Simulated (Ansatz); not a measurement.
# How Mg(0001) screens a field

Aim: image plane and induced charge of Mg(0001).

Method: plane-wave DFT, r2SCAN, Ansatz PAW, in Ansatz 0.2.0.

### 1. Starting point

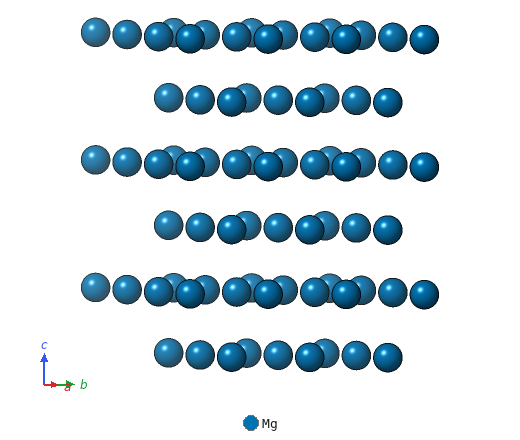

The starting structure, seen from the side, with the c axis up (magnesium blue). 3×3×1 cells are drawn. Some periodic images of atoms are drawn too.

The cell holds 6 atoms: 6 Mg. Cell: a = 3.210 Å, b = 3.210 Å, c = 31.033 Å, α = 90.0°, β = 90.0°, γ = 60.0°. Vacuum lies along c.

### 2. Single point, field 0

A sawtooth potential applies the field, turning back in the middle of the vacuum. With the dipole correction the typed value is the field outside the slab. The induced dipole is small, so the SCF threshold is tight.

Input file input.yaml:

```yaml
crystal:
  lattice:
    - [3.21, 0.0, 0.0]
    - [1.605, 2.7799415461, 0.0]
    - [0.0, 0.0, 31.0326]
  atoms:
    - { symbol: Mg, position: [0.6666666667, 0.6666666667, 0.2900175944] }
    - { symbol: Mg, position: [0.0, 0.0, 0.3740105566] }
    - { symbol: Mg, position: [0.6666666667, 0.6666666667, 0.4580035189] }
    - { symbol: Mg, position: [0.0, 0.0, 0.5419964811] }
    - { symbol: Mg, position: [0.6666666667, 0.6666666667, 0.6259894434] }
    - { symbol: Mg, position: [0.0, 0.0, 0.7099824056] }
kpoints:
  mp_grid: { grid: [18, 18, 1] }
hamiltonian:
  xc: r2scan
scf:
  occupations: { method: fermi_dirac, width: 0.1 }
  convergence: { dr2_threshold: 1.0e-10 }
efield:
  axis: 3
  dipole_correction: true
  ramp_position: 0.97
  ramp_width: 0.06
  amplitude: 0
output:
  forces: true
  write_potential: true
  write_density: true
  volumetric_format: npy
```

Launch:

```
$ ansatz run input.yaml --threads 4 --pin off --max-ram 6144MiB --backend cpu --events-out ev --progress --plain --runs-dir out
```

Numbers of over 12 decimals in the logs are rounded to 6 here.

Output:

```text
Engine: ansatz 0.2.0, x86_64-unknown-linux-gnu
Pseudopotentials: kind: paw
Pseudopotential: Mg, paw, valence charge 10, recommended cutoff 500 eV (meta_gga), Mg.paw.azcp
Functional definition: r2SCAN
  parameter k0 = 0.174
  parameter k1 = 0.065
  parameter a1 = 4.9479
  exchange = r2scan_x(k0 = k0, k1 = k1, a1 = a1)
  correlation = r2scan_c
Crystal: 6 atoms, lattice volume = 276.923 Å³
Basis set: ecut = 500 eV, 6995 PW (Γ), exchange–correlation on 96×96×960 points (64 copies of the dense FFT grid, shifted against one another)
Bands: 36, of which v1, the nominal top of the filled ones, is band 30 counted from 1 (29 counted from 0)
Symmetry: 6 space group operations
k-points: 37 of 324 (time reversal used)
Non-local potential: Mg, projectors of the file, l = 0: 3, l = 1: 2, l = 2: 1
PAW form: soft (Blöchl's): semilocal exchange-correlation on the pseudo side does not see the compensation charge
PAW frozen core: Mg, regenerated for the run's functional (the file was generated under x = pbe(κ = 0.804, μ = 0.219515), c = pbe(β = 0.066725))
PAW one-centre angular grid: Mg, 302 points (default); XC on 224 Gauss nodes
Initial density: superposition of atomic densities (neutral atoms: chi_scale 0, normalization atom), corrected by the library's trained network
Initial wavefunctions: pseudopotential atomic-orbital guess
Functional: x = r2scan, c = r2scan; τ floored in thin density (d = 2e-4 eV/Å³)
SCF iter   1: F=—  HF=-11557.765883 eV  |F-HF|=—  |Δ(HF+E_count)|=         —  Δρ=5.24e-3  dr2=5.29e-2  dr2_τ=1.58e-3  ethr=1.77e-3  p=0.000 e·Å  D=2.19e-13 V/Å  ΔV_dip=-0.00 eV  dr2_dipole=6.84e-9  V_vac-E_F(+/−)=3.76/3.76 eV  ⟨swp⟩=11.4  Hψ=6709  notcnv=0
efield: sawtooth ramp at fractional position 0.9700 (set: `efield.ramp_position`, or a place that a band, a saddle search or an elastic batch's reference lends), width 0.0600; the density the first Hamiltonian is built on has a dipole p = 0.000 e·Å; the dipole correction subtracts the counter field D = 2.19e-13 V/Å, which shifts the + side's vacuum level by -0.00 eV against the − side's; the planar-averaged density in the ramp window peaks in size at 1.7e-5 e/Å³
preconditioner: auto → LDOS  [metal: Δε(μ)=0.007 eV  Ē_g=5.023 eV  σ=0.100 eV  W_gap=0.02  n_scr=20 (ndim 8)  ℏωp=7.7 eV  f_vac=0.446  D(μ)=2.30/eV (n_scr^D=12)  β→1.0]
SCF iter   2: F=—  HF=-11557.794101 eV  |F-HF|=—  |Δ(HF+E_count)|=   2.82e-2  Δρ=2.17e-3  dr2=7.24e-3  dr2_τ=1.18e-4  ethr=8.82e-5  p=-0.000 e·Å  D=-5.59e-6 V/Å  ΔV_dip=0.00 eV  dr2_dipole=7.03e-9  V_vac-E_F(+/−)=3.82/3.82 eV  ⟨swp⟩=2.0  Hψ=2961  notcnv=0
SCF iter   3: F=—  HF=-11557.787085 eV  |F-HF|=—  |Δ(HF+E_count)|=   7.02e-3  Δρ=3.70e-4  dr2=5.86e-4  dr2_τ=1.14e-6  ethr=1.21e-5  p=-0.000 e·Å  D=-1.72e-6 V/Å  ΔV_dip=0.00 eV  dr2_dipole=5.10e-10  V_vac-E_F(+/−)=3.82/3.82 eV  ⟨swp⟩=2.0  Hψ=2485  notcnv=0
SCF iter   4: F=—  HF=-11557.787235 eV  |F-HF|=—  |Δ(HF+E_count)|=   1.50e-4  Δρ=4.21e-5  dr2=1.57e-5  dr2_τ=1.02e-7  ethr=9.76e-7  p=0.000 e·Å  D=4.10e-7 V/Å  ΔV_dip=-0.00 eV  dr2_dipole=3.45e-11  V_vac-E_F(+/−)=3.82/3.82 eV  ⟨swp⟩=2.0  Hψ=1532  notcnv=0
SCF iter   5: F=—  HF=-11557.787234 eV  |F-HF|=—  |Δ(HF+E_count)|=   8.35e-7  Δρ=1.34e-5  dr2=1.58e-6  dr2_τ=5.77e-9  ethr=2.61e-8  p=-0.000 e·Å  D=-2.12e-7 V/Å  ΔV_dip=0.00 eV  dr2_dipole=2.29e-12  V_vac-E_F(+/−)=3.82/3.82 eV  ⟨swp⟩=2.0  Hψ=1575  notcnv=0
SCF iter   6: F=—  HF=-11557.787234 eV  |F-HF|=—  |Δ(HF+E_count)|=   7.57e-8  Δρ=2.80e-6  dr2=7.86e-8  dr2_τ=1.41e-10  ethr=2.63e-9  p=-0.000 e·Å  D=-2.34e-8 V/Å  ΔV_dip=0.00 eV  dr2_dipole=3.43e-13  V_vac-E_F(+/−)=3.82/3.82 eV  ⟨swp⟩=2.0  Hψ=1525  notcnv=0
SCF iter   7: F=—  HF=-11557.787234 eV  |F-HF|=—  |Δ(HF+E_count)|=   2.06e-8  Δρ=5.28e-7  dr2=1.07e-9  dr2_τ=4.43e-12  ethr=1.31e-10  p=-0.000 e·Å  D=-1.10e-8 V/Å  ΔV_dip=0.00 eV  dr2_dipole=6.09e-14  V_vac-E_F(+/−)=3.82/3.82 eV  ⟨swp⟩=2.0  Hψ=1527  notcnv=0
SCF iter   8: F=-11557.787234 eV  HF=-11557.787234 eV  |F-HF|=3.09e-11  |Δ(HF+E_count)|=   1.39e-9  Δρ=1.12e-7  dr2=5.44e-11  dr2_τ=5.38e-13  ethr=1.00e-12  p=-0.000 e·Å  D=-1.94e-9 V/Å  ΔV_dip=0.00 eV  dr2_dipole=3.31e-16  V_vac-E_F(+/−)=3.82/3.82 eV  ⟨swp⟩=11.5  Hψ=8031  notcnv=0
SCF 1 converged in 8 iterations: F = -11557.787234 eV  dr2 = 5.44e-11
  greatest PAW one-centre occupation: 1.000 electrons in one spin orbital (limit 2), on the Mg atom at site 1 (counted from 0), in its partial waves of l = 0
WARN: The output density's exchange-correlation potential varies sharply where the density is thin. Do not read a vacuum level from v_tot or v_xc, or from such a field of the output density. On a cell that repeats whose density bears no net charge and no dipole along the vacuum's axis use v_es (v_loc + v_h of the components); under efield.dipole_correction with no amplitude use v_es + v_field, which holds any externa [...]
SCF converged after 8 iterations
Free energy (F): -11557.787234 eV
Harris-Foulkes:  -11557.787234 eV  (|F-HF|=3.09e-11)
Internal energy: -11557.711262 eV  (E = F + TS)
E sigma→0 (E₀):  -11557.749248 eV
Entropy (-TS):   -0.075972 eV (-12.662 meV/atom)
Fermi energy:    0.945386 eV
Dipole field:    D = 0.000000 V/Å  (p = 0.000000 e·Å, saw-weighted, corrected)
Work function:   Φ+ = 3.8163 eV   Φ− = 3.8163 eV
Levels:          The Fermi level and band energies are counted from a zero that moves with the ramp; work functions are not
--- Per-component energies (eV) ---
  E_band       = -2513.892235
  E_kinetic    = 443.586867
  E_local      = -57252.671510  (includes V_loc(G=0)·N_el)
  E_nonlocal   = 575.471979
  E_hartree    = 27096.847489
  E_xc         = -156.408436
  E_vxc        = -227.296941  (∫ρ·V_xc dr)
  E_paw        = -1778.321232  (= ΣΔE_a)
  E_vpaw       = -261.695165  (= ΣTr[D̂ρ^β])
  E_aug_tail   = -0.000008  (compensation charges beyond the density's cutoff)
  E_vtau       = 15.019088  (kinetic-family band-sum trace: ∫τ·v_τ [+ j·A + Jᵃ·Aᵃ] dr)
  E_efield     = 0.000000  (sawtooth field / dipole correction)
  E_vefield    = 0.000000  (∫n·V_field dr)
  E_ewald      = 19513.940839
  E_core_change = -0.157249  (= ΣΔE_core)
  E_smearing   = -0.075972  (= −TS)
  E_closure    = 0.000000  (closes the sum)
  Σ components = -11557.787234   (vs F -11557.787234, Δ=0.00e0)
--- Forces (eV/Å), atoms counted from 1 ---
  atom   1  Mg    -0.00000000     0.00000000     0.01545169
  atom   2  Mg     0.00000000    -0.00000000     0.03934337
  atom   3  Mg    -0.00000000     0.00000000     0.01056200
  atom   4  Mg     0.00000000    -0.00000000    -0.01056200
  atom   5  Mg    -0.00000000     0.00000000    -0.03934339
  atom   6  Mg     0.00000000    -0.00000000    -0.01545170
  max |Σ_I F_I| component: 1.76e-8 eV/Å
--- Band table (eV; the first three rows and the last of 37) ---
  k-point 0: bands = [... 26 lower, -5.1157, -4.1741, -2.9820, -1.5298, -0.3718, 1.5241, 3.1241, 4.3421, ... 2 higher]
  k-point 1: bands = [... 26 lower, -5.0519, -4.1108, -2.9193, -1.4674, -0.3114, 1.5841, 3.1832, 4.4012, ... 2 higher]
  k-point 2: bands = [... 26 lower, -4.8609, -3.9213, -2.7316, -1.2807, -0.1302, 1.7631, 3.3593, 4.5776, ... 2 higher]
  k-point 36: bands = [... 26 lower, 0.5128, 0.7231, 0.8409, 0.8409, 1.3482, 1.3645, 1.3645, 2.2260, ... 2 higher]
```

Wall time 17 s (4 threads of Intel Xeon Platinum 8488C (Sapphire Rapids), shared host); peak memory 1.3 GiB.

Reading the cycles: dr2 is the Hartree energy of the density residual (eV), the measure of convergence; HF is the Harris–Foulkes estimate of the energy, which meets the free energy F at convergence.

Numbers from this step:

```
energy at zero smearing   : -11557.7492 eV
work function, upper face : 3.816 eV
dipole along the normal   : 2.89e-8 e·Å
```

Running mean over 2.60652 Å of the planar mean; the ramp of the sawtooth is left out. The electron's electrostatic potential energy less the Fermi level by z:

```tsv
z (Å)	electron's electrostatic potential energy less the Fermi level (eV)
4	3.82
6	3.67
8	-2.10
10	-4.03
12	-4.04
14	-4.06
16	-4.06
18	-4.05
20	-4.03
22	-4.04
24	2.54
26	3.80
```

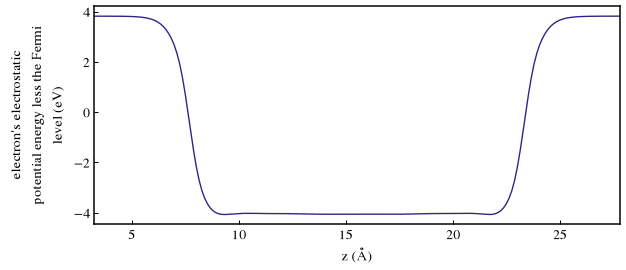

Electron's electrostatic potential energy less the Fermi level, plotted against z.

The work function of the upper face is 3.82 eV.

### 3. Atoms held, field 0.05 V/Å

Edit input.yaml of step 2 so:

```diff
@@ -24,3 +24,3 @@
   ramp_width: 0.06
-  amplitude: 0
+  amplitude: 0.05
 output:
```

Output:

```text
[...]
Crystal: 6 atoms, lattice volume = 276.923 Å³
Basis set: ecut = 500 eV, 6995 PW (Γ), exchange–correlation on 96×96×960 points (64 copies of the dense FFT grid, shifted against one another)
Bands: 36, of which v1, the nominal top of the filled ones, is band 30 counted from 1 (29 counted from 0)
Symmetry: 6 space group operations
k-points: 37 of 324 (time reversal used)
[...]
k-point 0: bands = [... 26 lower, -5.1159, -4.1743, -2.9822, -1.5300, -0.3720, 1.5238, 3.1228, 4.3255, ... 2 higher]
  k-point 1: bands = [... 26 lower, -5.0521, -4.1110, -2.9195, -1.4676, -0.3116, 1.5838, 3.1819, 4.3847, ... 2 higher]
  k-point 2: bands = [... 26 lower, -4.8611, -3.9215, -2.7318, -1.2809, -0.1303, 1.7628, 3.3580, 4.5612, ... 2 higher]
  k-point 36: bands = [... 26 lower, 0.5126, 0.7230, 0.8406, 0.8407, 1.3480, 1.3637, 1.3649, 2.2258, ... 2 higher]
[key lines of the parts left out:]
SCF converged after 9 iterations
Free energy (F): -11557.788275 eV
Fermi energy:    0.945201 eV
Dipole field:    D = 0.027198 V/Å  (p = 0.041623 e·Å, saw-weighted, corrected)
```

It took 11 s on 4 threads; peak memory 1.3 GiB.

The dipole is 0.0416 e·Å.

### 4. Single point, field -0.05 V/Å

Edit input.yaml of step 3 so:

```diff
@@ -24,3 +24,3 @@
   ramp_width: 0.06
-  amplitude: 0.05
+  amplitude: -0.05
 output:
```

Output:

```text
[...]
Crystal: 6 atoms, lattice volume = 276.923 Å³
Basis set: ecut = 500 eV, 6995 PW (Γ), exchange–correlation on 96×96×960 points (64 copies of the dense FFT grid, shifted against one another)
Bands: 36, of which v1, the nominal top of the filled ones, is band 30 counted from 1 (29 counted from 0)
Symmetry: 6 space group operations
k-points: 37 of 324 (time reversal used)
[...]
k-point 0: bands = [... 26 lower, -5.1159, -4.1743, -2.9822, -1.5300, -0.3720, 1.5238, 3.1228, 4.3255, ... 2 higher]
  k-point 1: bands = [... 26 lower, -5.0521, -4.1110, -2.9195, -1.4676, -0.3116, 1.5838, 3.1819, 4.3847, ... 2 higher]
  k-point 2: bands = [... 26 lower, -4.8611, -3.9215, -2.7318, -1.2809, -0.1303, 1.7628, 3.3580, 4.5612, ... 2 higher]
  k-point 36: bands = [... 26 lower, 0.5126, 0.7230, 0.8406, 0.8407, 1.3480, 1.3637, 1.3649, 2.2258, ... 2 higher]
[key lines of the parts left out:]
SCF converged after 9 iterations
Free energy (F): -11557.788275 eV
Fermi energy:    0.945201 eV
Dipole field:    D = -0.027198 V/Å  (p = -0.041623 e·Å, saw-weighted, corrected)
```

Wall time 11 s (4 threads); peak memory 1.3 GiB.

The dipole is -0.0416 e·Å.

### 5. Single point, field 0.1 V/Å

Edit input.yaml of step 4 so:

```diff
@@ -24,3 +24,3 @@
   ramp_width: 0.06
-  amplitude: -0.05
+  amplitude: 0.1
 output:
```

Output:

```text
[...]
Crystal: 6 atoms, lattice volume = 276.923 Å³
Basis set: ecut = 500 eV, 6995 PW (Γ), exchange–correlation on 96×96×960 points (64 copies of the dense FFT grid, shifted against one another)
Bands: 36, of which v1, the nominal top of the filled ones, is band 30 counted from 1 (29 counted from 0)
Symmetry: 6 space group operations
k-points: 37 of 324 (time reversal used)
[...]
k-point 0: bands = [... 26 lower, -5.1164, -4.1748, -2.9827, -1.5306, -0.3726, 1.5228, 3.1187, 4.2760, ... 2 higher]
  k-point 1: bands = [... 26 lower, -5.0527, -4.1115, -2.9201, -1.4682, -0.3121, 1.5828, 3.1779, 4.3352, ... 2 higher]
  k-point 2: bands = [... 26 lower, -4.8616, -3.9221, -2.7323, -1.2814, -0.1309, 1.7619, 3.3540, 4.5122, ... 2 higher]
  k-point 36: bands = [... 26 lower, 0.5121, 0.7224, 0.8400, 0.8402, 1.3475, 1.3626, 1.3649, 2.2252, ... 2 higher]
[key lines of the parts left out:]
SCF converged after 9 iterations
Free energy (F): -11557.791396 eV
Fermi energy:    0.944636 eV
Dipole field:    D = 0.054399 V/Å  (p = 0.083250 e·Å, saw-weighted, corrected)
```

Run time: 11 s. Hardware: 4 threads; peak memory 1.3 GiB.

The dipole is 0.0833 e·Å.

### 6. Atoms held, field -0.1 V/Å

Edit input.yaml of step 5 so:

```diff
@@ -24,3 +24,3 @@
   ramp_width: 0.06
-  amplitude: 0.1
+  amplitude: -0.1
 output:
```

Output:

```text
[...]
Crystal: 6 atoms, lattice volume = 276.923 Å³
Basis set: ecut = 500 eV, 6995 PW (Γ), exchange–correlation on 96×96×960 points (64 copies of the dense FFT grid, shifted against one another)
Bands: 36, of which v1, the nominal top of the filled ones, is band 30 counted from 1 (29 counted from 0)
Symmetry: 6 space group operations
k-points: 37 of 324 (time reversal used)
[...]
k-point 0: bands = [... 26 lower, -5.1164, -4.1748, -2.9827, -1.5306, -0.3726, 1.5228, 3.1187, 4.2760, ... 2 higher]
  k-point 1: bands = [... 26 lower, -5.0527, -4.1115, -2.9201, -1.4682, -0.3121, 1.5828, 3.1779, 4.3352, ... 2 higher]
  k-point 2: bands = [... 26 lower, -4.8616, -3.9221, -2.7323, -1.2814, -0.1309, 1.7619, 3.3540, 4.5122, ... 2 higher]
  k-point 36: bands = [... 26 lower, 0.5121, 0.7224, 0.8400, 0.8402, 1.3475, 1.3626, 1.3649, 2.2252, ... 2 higher]
[key lines of the parts left out:]
SCF converged after 9 iterations
Free energy (F): -11557.791396 eV
Fermi energy:    0.944636 eV
Dipole field:    D = -0.054399 V/Å  (p = -0.083250 e·Å, saw-weighted, corrected)
```

The job ended after 11 s (4 threads; peak memory 1.3 GiB).

The dipole is -0.0833 e·Å.

### 7. Single point, field 0.2 V/Å

Edit input.yaml of step 6 so:

```diff
@@ -24,3 +24,3 @@
   ramp_width: 0.06
-  amplitude: -0.1
+  amplitude: 0.2
 output:
```

Output:

```text
[...]
Crystal: 6 atoms, lattice volume = 276.923 Å³
Basis set: ecut = 500 eV, 6995 PW (Γ), exchange–correlation on 96×96×960 points (64 copies of the dense FFT grid, shifted against one another)
Bands: 36, of which v1, the nominal top of the filled ones, is band 30 counted from 1 (29 counted from 0)
Symmetry: 6 space group operations
k-points: 37 of 324 (time reversal used)
[...]
k-point 0: bands = [... 26 lower, -5.1187, -4.1771, -2.9850, -1.5329, -0.3748, 1.5190, 3.1012, 4.0879, ... 2 higher]
  k-point 1: bands = [... 26 lower, -5.0549, -4.1138, -2.9223, -1.4705, -0.3144, 1.5790, 3.1605, 4.1473, ... 2 higher]
  k-point 2: bands = [... 26 lower, -4.8639, -3.9243, -2.7346, -1.2838, -0.1332, 1.7580, 3.3368, 4.3252, ... 2 higher]
  k-point 36: bands = [... 26 lower, 0.5098, 0.7201, 0.8377, 0.8379, 1.3452, 1.3591, 1.3638, 2.2230, ... 2 higher]
[key lines of the parts left out:]
SCF converged after 10 iterations
Free energy (F): -11557.803884 eV
Fermi energy:    0.942352 eV
Dipole field:    D = 0.108805 V/Å  (p = 0.166513 e·Å, saw-weighted, corrected)
```

The job ended after 12 s (4 threads; peak memory 1.3 GiB; 47 s of CPU time).

The dipole is 0.167 e·Å.

### 8. Atoms held, field -0.2 V/Å

Edit input.yaml of step 7 so:

```diff
@@ -24,3 +24,3 @@
   ramp_width: 0.06
-  amplitude: 0.2
+  amplitude: -0.2
 output:
```

Output:

```text
[...]
Crystal: 6 atoms, lattice volume = 276.923 Å³
Basis set: ecut = 500 eV, 6995 PW (Γ), exchange–correlation on 96×96×960 points (64 copies of the dense FFT grid, shifted against one another)
Bands: 36, of which v1, the nominal top of the filled ones, is band 30 counted from 1 (29 counted from 0)
Symmetry: 6 space group operations
k-points: 37 of 324 (time reversal used)
[...]
k-point 0: bands = [... 26 lower, -5.1187, -4.1771, -2.9850, -1.5329, -0.3748, 1.5190, 3.1012, 4.0879, ... 2 higher]
  k-point 1: bands = [... 26 lower, -5.0549, -4.1138, -2.9223, -1.4705, -0.3144, 1.5790, 3.1605, 4.1473, ... 2 higher]
  k-point 2: bands = [... 26 lower, -4.8639, -3.9243, -2.7346, -1.2838, -0.1332, 1.7580, 3.3368, 4.3252, ... 2 higher]
  k-point 36: bands = [... 26 lower, 0.5098, 0.7201, 0.8377, 0.8379, 1.3452, 1.3591, 1.3638, 2.2230, ... 2 higher]
[key lines of the parts left out:]
SCF converged after 10 iterations
Free energy (F): -11557.803884 eV
Fermi energy:    0.942352 eV
Dipole field:    D = -0.108805 V/Å  (p = -0.166513 e·Å, saw-weighted, corrected)
```

The job ended after 12 s (4 threads; peak memory 1.3 GiB; 47 s of CPU time).

The dipole is -0.167 e·Å.

[end of part 1 of 2]

[Logs are printed without paths, hosts, clocks, repeated set-up lines and the standing remarks that a program may print on its own settings, such as how far it seeks lower states.]

[Hosts, paths, dates, database ids (printed as entryN), source tags and the programs' standing remarks are cut or masked in the printed files.]

[Maps of the electrostatic potential energy from Ansatz leave out the sawtooth potential of an applied field or a dipole correction, so their vacuum need not be flat; planar profiles and work functions include it.]
